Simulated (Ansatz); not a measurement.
**BH₇O₂Si₂: a ladder of functionals and wavefunction methods, part 1 of 2**

How much do the methods differ for BH₇O₂Si₂? The plan is to run it at one geometry with functionals of several rungs and with coupled cluster, and see how far each lands from CCSD(T) at the basis-set limit for the atomisation energy.

Method: functionals in def2-TZVPP, the program's frozen cores in correlated methods; program: Ansatz 0.2.0, Gaussian basis.

Plan: LDA (SPW92), PBE-D4, revPBE-D4, BLYP-D4, r2SCAN-D4, B97M-V, PBE0-D4, B3LYP-D4, r2SCANh-D4, r2SCAN0-D4, HSE06-D4, BHLYP-D4, CAM-B3LYP-D4, LC-ωPBE, ωB97X-V, ωB97M-V, B2PLYP, PBE-QIDH; CCSD(T)/def2-SVP; CCSD(T)/def2-TZVPP; MP2/def2-QZVPP; extrapolation to the limit; RPA on PBE.

### 1 The relaxed structure

An earlier PBE0-D4 in a triple-zeta def2 set relaxation fixed the geometry.

SMILES `[SiH3]OBO[SiH3]`, 12 atoms, charge 0, spin multiplicity 1.

Atoms are counted from 1 here; the program's logs count them from 0.

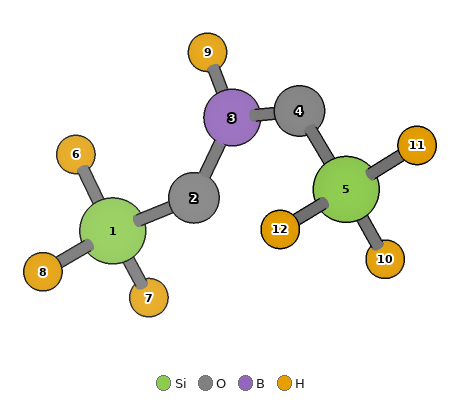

The structure; silicon green, oxygen grey, boron purple, hydrogen amber; atoms are numbered from 1 in the order of the file.

### 2 LDA

This LDA is Slater exchange with PW92 correlation.

Contents of in.yaml:

```yaml
crystal:
  periodic: [false, false, false]
  atoms:
    - {symbol: Si, position_ang: [-1.534217, 0.940492, 1.493582]}
    - {symbol: O, position_ang: [-0.416066, 0.303676, 0.457937]}
    - {symbol: B, position_ang: [0.874041, 0.625831, 0.168211]}
    - {symbol: O, position_ang: [1.551518, -0.096231, -0.753460]}
    - {symbol: Si, position_ang: [1.043187, -1.394721, -1.651733]}
    - {symbol: H, position_ang: [-0.948788, 2.077518, 2.248799]}
    - {symbol: H, position_ang: [-2.695831, 1.403400, 0.697320]}
    - {symbol: H, position_ang: [-1.959931, -0.127045, 2.429753]}
    - {symbol: H, position_ang: [1.422693, 1.540623, 0.716458]}
    - {symbol: H, position_ang: [-0.118060, -1.020397, -2.496805]}
    - {symbol: H, position_ang: [2.185836, -1.782315, -2.510611]}
    - {symbol: H, position_ang: [0.672517, -2.526030, -0.765449]}
basis:
  gaussian: {orbitals: def2-TZVPP}
hamiltonian: {xc: lda}
output: {orbitals: {seedname: orbitals}}
```

Started as:

```bash
$ ansatz run in.yaml --threads 4 --pin off --events-out ev --progress --plain --max-ram 10444MiB
```

Output:

```text
Functional definition: SPW92
  name "SPW92"
  cite "Dirac, Proc. Camb. Phil. Soc. 26, 376 (1930) doi:10.1017/S0305004100016108"
  cite "Slater, Phys. Rev. 81, 385 (1951) doi:10.1103/PhysRev.81.385"
  cite "Perdew & Wang, Phys. Rev. B 45, 13244 (1992) doi:10.1103/PhysRevB.45.13244"
  exchange = slater_x
  correlation = pw_c
1460 factors; their error is unknown
mean field evaluation 1: about -20534.6569 eV, gradient 7.8e1 eV
mean field evaluation 2: about -20484.5357 eV, gradient 1.8e2 eV
mean field evaluation 4: about -20545.0098 eV, gradient 4.7e0 eV
mean field evaluation 8: about -20545.0641 eV, gradient 1.9e-1 eV
mean field evaluation 16: about -20545.0282 eV, gradient 1.9e-4 eV
mean field -20545.02820423 eV, -755.0158605853 hartree, gradient 1.7e-5 eV, S^2 0.000000; 0 other end points of the search recorded, 0 dependent functions left out
reference -20545.02825372 eV, -755.0158624039 hartree; 28, 28 occupied and 247, 247 virtual orbitals, 1460 factors
Total energy: -20545.02825372 eV, -755.0158624039 hartree
```

Run time: 1.3 s. Hardware: 4 threads of Arm Neoverse V2, shared host.

With the free atoms at this level, -20494.306 eV in sum, the atomisation energy is 4894.0 kJ/mol. HOMO -7.68 eV, LUMO -1.07 eV.

### 3 PBE-D4 (GGA)

in.yaml, as its differences from that of step 2:

```diff
@@ -17,3 +17,3 @@
   gaussian: {orbitals: def2-TZVPP}
-hamiltonian: {xc: lda}
-output: {orbitals: {seedname: orbitals}}
+hamiltonian: {xc: pbe, dispersion: d4}
+output: {forces: true, orbitals: {seedname: orbitals}}
```

Same command.

Output (excerpt; [...] marks lines left out):

```text
Functional definition: PBE
  name "PBE"
  cite "Perdew, Burke & Ernzerhof, Phys. Rev. Lett. 77, 3865 (1996) doi:10.1103/PhysRevLett.77.3865"
  parent pbe
[...]
1460 factors; their error is unknown
[...]
mean field -20632.41375548 eV, -758.2272203617 hartree, gradient 4.7e-5 eV, S^2 0.000000; 0 other end points of the search recorded, 0 dependent functions left out
[...]
reference -20632.41380817 eV, -758.2272222978 hartree; 28, 28 occupied and 247, 247 virtual orbitals, 1460 factors
Total energy: -20632.66096206 eV, -758.2363050356 hartree
Atom 0 at    -1.534217     0.940492     1.493582 Å, force    -0.223285     0.146493     0.223660 eV/Å
Atom 1 at    -0.416066     0.303676     0.457937 Å, force    -0.128275    -0.305103    -0.205805 eV/Å
Atom 2 at     0.874041     0.625831     0.168211 Å, force     0.146035     0.263061     0.162500 eV/Å
Atom 3 at     1.551518    -0.096231    -0.753460 Å, force     0.425426     0.150692    -0.057211 eV/Å
Atom 4 at     1.043187    -1.394721    -1.651733 Å, force    -0.114073    -0.280431    -0.192428 eV/Å
Atom 5 at    -0.948788     2.077518     2.248799 Å, force     0.049781     0.128603     0.092322 eV/Å
Atom 6 at    -2.695831     1.403400     0.697320 Å, force    -0.128533     0.048018    -0.083941 eV/Å
Atom 7 at    -1.959931    -0.127045     2.429753 Å, force    -0.049551    -0.115089     0.101170 eV/Å
Atom 8 at     1.422693     1.540623     0.716458 Å, force     0.068857     0.103428     0.059658 eV/Å
Atom 9 at    -0.118060    -1.020397    -2.496805 Å, force    -0.127181     0.032295    -0.098465 eV/Å
Atom 10 at     2.185836    -1.782315    -2.510611 Å, force     0.122774    -0.041075    -0.091218 eV/Å
Atom 11 at     0.672517    -2.526030    -0.765449 Å, force    -0.041974    -0.130891     0.089758 eV/Å
Dipole moment:    -0.172252    -0.013624     0.063422 e Å
```

It took 2.7 s on 4 threads of Arm Neoverse V2, shared host.

With the free atoms at this level, -20587.387 eV in sum, the atomisation energy is 4368.3 kJ/mol. HOMO -7.61 eV, LUMO -0.81 eV.

### 4 revPBE-D4 (GGA)

in.yaml, as its differences from that of step 3:

```diff
@@ -17,3 +17,3 @@
   gaussian: {orbitals: def2-TZVPP}
-hamiltonian: {xc: pbe, dispersion: d4}
-output: {forces: true, orbitals: {seedname: orbitals}}
+hamiltonian: {xc: {name: revPBE}, dispersion: d4}
+output: {orbitals: {seedname: orbitals}}
```

The command is unchanged.

Output:

```text
Functional definition: revPBE
  name "revPBE"
  cite "Zhang & Yang, Phys. Rev. Lett. 80, 890 (1998) doi:10.1103/PhysRevLett.80.890"
  cite "Perdew, Burke & Ernzerhof, Phys. Rev. Lett. 77, 3865 (1996) doi:10.1103/PhysRevLett.77.3865"
  parameter kappa = 1.245
  parameter beta = 0.06672455060314922
  exchange = pbe_x(kappa = kappa, mu = beta*pi^2/3)
  correlation = pbe_c(beta = beta)
1460 factors; their error is unknown
mean field evaluation 1: about -20631.5090 eV, gradient 7.7e1 eV
mean field evaluation 2: about -20586.7084 eV, gradient 1.7e2 eV
mean field evaluation 4: about -20641.3680 eV, gradient 4.0e0 eV
mean field evaluation 8: about -20641.4095 eV, gradient 1.8e-1 eV
mean field evaluation 16: about -20641.3729 eV, gradient 2.0e-4 eV
mean field -20641.37289871 eV, -758.5564628024 hartree, gradient 2.9e-5 eV, S^2 0.000000; 0 other end points of the search recorded, 0 dependent functions left out
reference -20641.37296438 eV, -758.5564652159 hartree; 28, 28 occupied and 247, 247 virtual orbitals, 1460 factors
Total energy: -20642.11122565 eV, -758.5835958172 hartree
```

Wall time 2.3 s (4 threads of Arm Neoverse V2, shared host).

Atomisation energy: 4276.1 kJ/mol (free atoms -20597.792 eV, run apart). HOMO -7.57 eV, LUMO -0.69 eV.

### 5 BLYP-D4 (GGA)

in.yaml, as its differences from that of step 4:

```diff
@@ -17,3 +17,3 @@
   gaussian: {orbitals: def2-TZVPP}
-hamiltonian: {xc: {name: revPBE}, dispersion: d4}
+hamiltonian: {xc: {name: BLYP}, dispersion: d4}
 output: {orbitals: {seedname: orbitals}}
```

The command is unchanged.

Output:

```text
Functional definition: BLYP
  name "BLYP"
  cite "Becke, Phys. Rev. A 38, 3098 (1988) doi:10.1103/PhysRevA.38.3098"
  cite "Lee, Yang & Parr, Phys. Rev. B 37, 785 (1988) doi:10.1103/PhysRevB.37.785"
  parameter beta = 0.0042
  parameter a = 0.04918
  parameter b = 0.132
  parameter c = 0.2533
  parameter d = 0.349
  exchange = b88_x(beta = beta)
  correlation = lyp_c(a = a, b = b, c = c, d = d)
1460 factors; their error is unknown
mean field evaluation 1: about -20633.5461 eV, gradient 8.5e1 eV
mean field evaluation 2: about -20575.1213 eV, gradient 1.9e2 eV
mean field evaluation 4: about -20645.2385 eV, gradient 4.8e0 eV
mean field evaluation 8: about -20645.3017 eV, gradient 2.4e-1 eV
mean field evaluation 16: about -20645.2647 eV, gradient 1.7e-4 eV
mean field -20645.26470996 eV, -758.6994842281 hartree, gradient 2.4e-5 eV, S^2 0.000000; 0 other end points of the search recorded, 0 dependent functions left out
reference -20645.26513435 eV, -758.6994998241 hartree; 28, 28 occupied and 247, 247 virtual orbitals, 1460 factors
Total energy: -20645.80435700 eV, -758.7193158911 hartree
```

Run time: 2.3 s. Hardware: 4 threads of Arm Neoverse V2, shared host.

Atomisation energy: 4357.9 kJ/mol (free atoms -20600.638 eV, run apart). HOMO -7.52 eV, LUMO -0.67 eV.

### 6 r2SCAN-D4 (meta-GGA)

in.yaml, as its differences from that of step 5:

```diff
@@ -17,3 +17,3 @@
   gaussian: {orbitals: def2-TZVPP}
-hamiltonian: {xc: {name: BLYP}, dispersion: d4}
-output: {orbitals: {seedname: orbitals}}
+hamiltonian: {xc: r2scan, dispersion: d4}
+output: {forces: true, orbitals: {seedname: orbitals}}
```

Same command.

Output (excerpt; [...] marks lines left out):

```text
Functional definition: r2SCAN
  name "r2SCAN"
  cite "Furness, Kaplan, Ning, Perdew & Sun, J. Phys. Chem. Lett. 11, 8208 (2020) doi:10.1021/acs.jpclett.0c02405"
  cite "Furness, Kaplan, Ning, Perdew & Sun, J. Phys. Chem. Lett. 11, 9248 (2020) doi:10.1021/acs.jpclett.0c03077"
  parent r2scan
[...]
1460 factors; their error is unknown
[...]
mean field -20642.71327698 eV, -758.6057207953 hartree, gradient 3.4e-5 eV, S^2 0.000000; 0 other end points of the search recorded, 0 dependent functions left out
[...]
reference -20642.71329357 eV, -758.6057214052 hartree; 28, 28 occupied and 247, 247 virtual orbitals, 1460 factors
Total energy: -20642.77652541 eV, -758.6080451322 hartree
Atom 0 at    -1.534217     0.940492     1.493582 Å, force    -0.060178     0.030885     0.053078 eV/Å
Atom 1 at    -0.416066     0.303676     0.457937 Å, force    -0.125366    -0.068499    -0.004148 eV/Å
Atom 2 at     0.874041     0.625831     0.168211 Å, force     0.119044     0.159119     0.084480 eV/Å
Atom 3 at     1.551518    -0.096231    -0.753460 Å, force     0.087104    -0.049194    -0.081365 eV/Å
Atom 4 at     1.043187    -1.394721    -1.651733 Å, force    -0.004758    -0.052584    -0.043612 eV/Å
Atom 5 at    -0.948788     2.077518     2.248799 Å, force    -0.023339    -0.024899    -0.012070 eV/Å
Atom 6 at    -2.695831     1.403400     0.697320 Å, force     0.024827    -0.010557     0.026386 eV/Å
Atom 7 at    -1.959931    -0.127045     2.429753 Å, force     0.005159     0.031254    -0.020259 eV/Å
Atom 8 at     1.422693     1.540623     0.716458 Å, force    -0.016542    -0.027745    -0.016077 eV/Å
Atom 9 at    -0.118060    -1.020397    -2.496805 Å, force     0.023315    -0.012282     0.016535 eV/Å
Atom 10 at     2.185836    -1.782315    -2.510611 Å, force    -0.034128     0.003146     0.018902 eV/Å
Atom 11 at     0.672517    -2.526030    -0.765449 Å, force     0.004862     0.021357    -0.021848 eV/Å
Dipole moment:    -0.168412    -0.005756     0.068541 e Å
```

Run time: 4.8 s. Hardware: 4 threads of Arm Neoverse V2, shared host.

Atomisation energy: 4390.0 kJ/mol (free atoms -20597.278 eV, run apart). HOMO -7.97 eV, LUMO -0.36 eV.

### 7 B97M-V (meta-GGA)

in.yaml, as its differences from that of step 6:

```diff
@@ -17,3 +17,3 @@
   gaussian: {orbitals: def2-TZVPP}
-hamiltonian: {xc: r2scan, dispersion: d4}
-output: {forces: true, orbitals: {seedname: orbitals}}
+hamiltonian: {xc: {name: B97M-V}}
+output: {orbitals: {seedname: orbitals}}
```

Same command.

Output (excerpt; [...] marks lines left out):

```text
Functional definition: B97M-V
  name "B97M-V"
  cite "Mardirossian & Head-Gordon, J. Chem. Phys. 142, 074111 (2015) doi:10.1063/1.4907719"
  cite "Becke, J. Chem. Phys. 107, 8554 (1997) doi:10.1063/1.475007"
  cite "Vydrov & Van Voorhis, J. Chem. Phys. 133, 244103 (2010) doi:10.1063/1.3521275"
  # Of w^i u^j: cxij and so on, Table III.
[...]
  gx(w, u) = cx00 + cx01*u + cx02*u^2 + (cx10 + cx11*u)*w
  gss(w, u) = css00 + css02*u^2 + css10*w + (css32*w^3 + css42*w^4)*u^2
  gos(w, u) = cos00 + cos01*u + cos03*u^3 + cos10*w + cos32*w^3*u^2
[...]
      + integral(e_c_pw_mod_opposite_spin*gos(b97_w_opposite, b97_u_opposite)) + vv10(b, c)
1460 factors; their error is unknown
[...]
mean field -20641.76212972 eV, -758.5707667782 hartree, gradient 2.8e-5 eV, S^2 0.000000; 0 other end points of the search recorded, 0 dependent functions left out
reference -20641.76221033 eV, -758.5707697407 hartree; 28, 28 occupied and 247, 247 virtual orbitals, 1460 factors
Total energy: -20641.76221033 eV, -758.5707697407 hartree
```

Run time: 10 s. Hardware: 4 threads of Arm Neoverse V2, shared host.

With the free atoms at this level, -20596.189 eV in sum, the atomisation energy is 4397.1 kJ/mol. HOMO -8.10 eV, LUMO -0.68 eV.

### 8 PBE0-D4 (hybrid)

in.yaml, as its differences from that of step 7:

```diff
@@ -17,3 +17,3 @@
   gaussian: {orbitals: def2-TZVPP}
-hamiltonian: {xc: {name: B97M-V}}
+hamiltonian: {xc: pbe0, dispersion: d4}
 output: {orbitals: {seedname: orbitals}}
```

Its log isn't repeated here (it stands with the study of this molecule's fields); it ends on a total energy of -20634.620402 eV.

Atomisation energy: 4323.2 kJ/mol (free atoms -20589.814 eV, run apart). HOMO -9.04 eV, LUMO 0.06 eV.

### 9 B3LYP-D4 (hybrid)

B3LYP here takes the VWN-RPA correlation.

in.yaml, as its differences from that of step 8:

```diff
@@ -17,3 +17,3 @@
   gaussian: {orbitals: def2-TZVPP}
-hamiltonian: {xc: pbe0, dispersion: d4}
-output: {orbitals: {seedname: orbitals}}
+hamiltonian: {xc: {name: B3LYP}, dispersion: d4}
+output: {forces: true, orbitals: {seedname: orbitals}}
```

Launched as before.

Output (excerpt; [...] marks lines left out):

```text
Functional definition: B3LYP
  name "B3LYP"
  cite "Stephens, Devlin, Chabalowski & Frisch, J. Phys. Chem. 98, 11623 (1994) doi:10.1021/j100096a001"
  cite "Becke, Phys. Rev. A 38, 3098 (1988) doi:10.1103/PhysRevA.38.3098"
  cite "Lee, Yang & Parr, Phys. Rev. B 37, 785 (1988) doi:10.1103/PhysRevB.37.785"
  cite "Vosko, Wilk & Nusair, Can. J. Phys. 58, 1200 (1980) doi:10.1139/p80-159"
[...]
1466 factors; their error is unknown
[...]
mean field -20648.29075602 eV, -758.8106893698 hartree, gradient 3.8e-5 eV, S^2 0.000000; 0 other end points of the search recorded, 0 dependent functions left out
[...]
reference -20648.29107557 eV, -758.8107011130 hartree; 28, 28 occupied and 247, 247 virtual orbitals, 1466 factors
Total energy: -20648.68860021 eV, -758.8253098739 hartree
Atom 0 at    -1.534217     0.940492     1.493582 Å, force    -0.179157     0.058231     0.128521 eV/Å
[...]
Atom 2 at     0.874041     0.625831     0.168211 Å, force     0.164964     0.187305     0.088929 eV/Å
Atom 3 at     1.551518    -0.096231    -0.753460 Å, force     0.051251     0.014706    -0.010528 eV/Å
Atom 4 at     1.043187    -1.394721    -1.651733 Å, force    -0.026206    -0.185120    -0.148738 eV/Å
Atom 5 at    -0.948788     2.077518     2.248799 Å, force    -0.045294    -0.074622    -0.046647 eV/Å
Atom 6 at    -2.695831     1.403400     0.697320 Å, force     0.071518    -0.027396     0.056372 eV/Å
Atom 7 at    -1.959931    -0.127045     2.429753 Å, force     0.023772     0.072619    -0.056282 eV/Å
Atom 8 at     1.422693     1.540623     0.716458 Å, force    -0.061371    -0.096824    -0.056045 eV/Å
Atom 9 at    -0.118060    -1.020397    -2.496805 Å, force     0.075729    -0.026253     0.054155 eV/Å
Atom 10 at     2.185836    -1.782315    -2.510611 Å, force    -0.076374     0.019574     0.052478 eV/Å
Atom 11 at     0.672517    -2.526030    -0.765449 Å, force     0.022936     0.072448    -0.059105 eV/Å
Dipole moment:    -0.175366    -0.001978     0.074811 e Å
```

Wall time 5.5 s (4 threads of Arm Neoverse V2, shared host); peak memory 0.82 GiB.

With the free atoms at this level, -20603.257 eV in sum, the atomisation energy is 4383.5 kJ/mol. HOMO -8.83 eV, LUMO -0.16 eV.

### 10 r2SCANh-D4 (hybrid)

in.yaml, as its differences from that of step 9:

```diff
@@ -17,3 +17,3 @@
   gaussian: {orbitals: def2-TZVPP}
-hamiltonian: {xc: {name: B3LYP}, dispersion: d4}
-output: {forces: true, orbitals: {seedname: orbitals}}
+hamiltonian: {xc: {name: r2SCANh}, dispersion: d4}
+output: {orbitals: {seedname: orbitals}}
```

Launched as before.

Output (excerpt; [...] marks lines left out):

```text
Functional definition: r2SCANh
  name "r2SCANh"
  cite "Bursch, Neugebauer, Ehlert & Grimme, J. Chem. Phys. 156, 134105 (2022) doi:10.1063/5.0086040"
  cite "Furness, Kaplan, Ning, Perdew & Sun, J. Phys. Chem. Lett. 11, 8208 (2020) doi:10.1021/acs.jpclett.0c02405"
  cite "Furness, Kaplan, Ning, Perdew & Sun, J. Phys. Chem. Lett. 11, 9248 (2020) doi:10.1021/acs.jpclett.0c03077"
  parent r2scan
[...]
1460 factors; their error is unknown
[...]
mean field -20642.39601854 eV, -758.5940617626 hartree, gradient 4.4e-5 eV, S^2 0.000000; 0 other end points of the search recorded, 0 dependent functions left out
reference -20642.39603376 eV, -758.5940623223 hartree; 28, 28 occupied and 247, 247 virtual orbitals, 1460 factors
Total energy: -20642.46357961 eV, -758.5965445865 hartree
```

Wall time 5.5 s (4 threads of Arm Neoverse V2, shared host); peak memory 0.76 GiB.

Atomisation energy: 4366.3 kJ/mol (free atoms -20597.210 eV, run apart). HOMO -8.50 eV, LUMO -0.07 eV.

### 11 r2SCAN0-D4 (hybrid)

in.yaml, as its differences from that of step 10:

```diff
@@ -17,3 +17,3 @@
   gaussian: {orbitals: def2-TZVPP}
-hamiltonian: {xc: {name: r2SCANh}, dispersion: d4}
+hamiltonian: {xc: {name: r2SCAN0}, dispersion: d4}
 output: {orbitals: {seedname: orbitals}}
```

The command is unchanged.

Output (excerpt; [...] marks lines left out):

```text
Functional definition: r2SCAN0
  name "r2SCAN0"
  cite "Bursch, Neugebauer, Ehlert & Grimme, J. Chem. Phys. 156, 134105 (2022) doi:10.1063/5.0086040"
  cite "Furness, Kaplan, Ning, Perdew & Sun, J. Phys. Chem. Lett. 11, 8208 (2020) doi:10.1021/acs.jpclett.0c02405"
  cite "Furness, Kaplan, Ning, Perdew & Sun, J. Phys. Chem. Lett. 11, 9248 (2020) doi:10.1021/acs.jpclett.0c03077"
  parent r2scan
[...]
1466 factors; their error is unknown
[...]
mean field -20641.95405626 eV, -758.5778199487 hartree, gradient 6.9e-5 eV, S^2 0.000000; 0 other end points of the search recorded, 0 dependent functions left out
reference -20641.95406945 eV, -758.5778204332 hartree; 28, 28 occupied and 247, 247 virtual orbitals, 1466 factors
Total energy: -20642.02862519 eV, -758.5805603062 hartree
```

It took 5.5 s on 4 threads of Arm Neoverse V2, shared host; peak memory 0.76 GiB.

With the free atoms at this level, -20597.121 eV in sum, the atomisation energy is 4332.9 kJ/mol. HOMO -9.28 eV, LUMO 0.33 eV.

### 12 HSE06-D4 (hybrid)

HSE06 is the plane-wave form, built on full-range PBE exchange.

in.yaml, as its differences from that of step 11:

```diff
@@ -17,3 +17,3 @@
   gaussian: {orbitals: def2-TZVPP}
-hamiltonian: {xc: {name: r2SCAN0}, dispersion: d4}
+hamiltonian: {xc: hse06, dispersion: d4}
 output: {orbitals: {seedname: orbitals}}
```

The command is unchanged.

Output (excerpt; [...] marks lines left out):

```text
Functional definition: HSE06
  name "HSE06"
  cite "Heyd, Scuseria & Ernzerhof, J. Chem. Phys. 118, 8207 (2003) doi:10.1063/1.1564060"
  cite "Krukau, Vydrov, Izmaylov & Scuseria, J. Chem. Phys. 125, 224106 (2006) doi:10.1063/1.2404663"
  cite "Heyd & Scuseria, J. Chem. Phys. 120, 7274 (2004) doi:10.1063/1.1668634"
  cite "Ernzerhof & Perdew, J. Chem. Phys. 109, 3313 (1998) doi:10.1063/1.476928"
  cite "Perdew, Burke & Ernzerhof, Phys. Rev. Lett. 77, 3865 (1996) doi:10.1103/PhysRevLett.77.3865"
  parent pbe
[...]
  # The whole range is PBE's own exchange, as in plane waves. The composition of these papers is wPBEh.
[...]
1466 factors; their error is unknown
132 factors; integrals over basis functions are off by at most 1.1e-6 eV
[...]
mean field -20633.80160040 eV, -758.2782227217 hartree, gradient 1.6e-5 eV, S^2 0.000000; 0 other end points of the search recorded, 0 dependent functions left out
reference -20633.80165379 eV, -758.2782246837 hartree; 28, 28 occupied and 247, 247 virtual orbitals, 1466 factors
Total energy: -20633.99859552 eV, -758.2854621587 hartree
```

Run time: 3.6 s. Hardware: 4 threads of Arm Neoverse V2, shared host; peak memory 0.77 GiB.

With the free atoms at this level, -20589.167 eV in sum, the atomisation energy is 4325.6 kJ/mol. HOMO -8.64 eV, LUMO -0.32 eV.

### 13 BHLYP-D4 (hybrid)

in.yaml, as its differences from that of step 12:

```diff
@@ -17,3 +17,3 @@
   gaussian: {orbitals: def2-TZVPP}
-hamiltonian: {xc: hse06, dispersion: d4}
+hamiltonian: {xc: {name: BHLYP}, dispersion: d4}
 output: {orbitals: {seedname: orbitals}}
```

Same command.

Output:

```text
Functional definition: BHLYP
  name "BHLYP"
  cite "Becke, J. Chem. Phys. 98, 1372 (1993) doi:10.1063/1.464304"
  cite "Becke, Phys. Rev. A 38, 3098 (1988) doi:10.1103/PhysRevA.38.3098"
  cite "Lee, Yang & Parr, Phys. Rev. B 37, 785 (1988) doi:10.1103/PhysRevB.37.785"
  parameter a = 0.5
  exchange = (1 - a)*b88_x + a*exact_x
  correlation = lyp_c
1596 factors; their error is unknown
mean field evaluation 1: about -20638.9534 eV, gradient 6.0e1 eV
mean field evaluation 2: about -20636.1584 eV, gradient 7.2e1 eV
mean field evaluation 4: about -20644.6093 eV, gradient 6.7e-1 eV
mean field evaluation 8: about -20644.6109 eV, gradient 1.6e-2 eV
mean field -20644.72946505 eV, -758.6798143403 hartree, gradient 7.3e-5 eV, S^2 0.000000; 0 other end points of the search recorded, 0 dependent functions left out
reference -20644.72968295 eV, -758.6798223480 hartree; 28, 28 occupied and 247, 247 virtual orbitals, 1596 factors
Total energy: -20645.03494164 eV, -758.6910403982 hartree
```

It took 3.2 s on 4 threads of Arm Neoverse V2, shared host; peak memory 0.76 GiB.

Atomisation energy: 4303.7 kJ/mol (free atoms -20600.430 eV, run apart). HOMO -10.40 eV, LUMO 0.89 eV.

(Continued in part 2 of 2.)
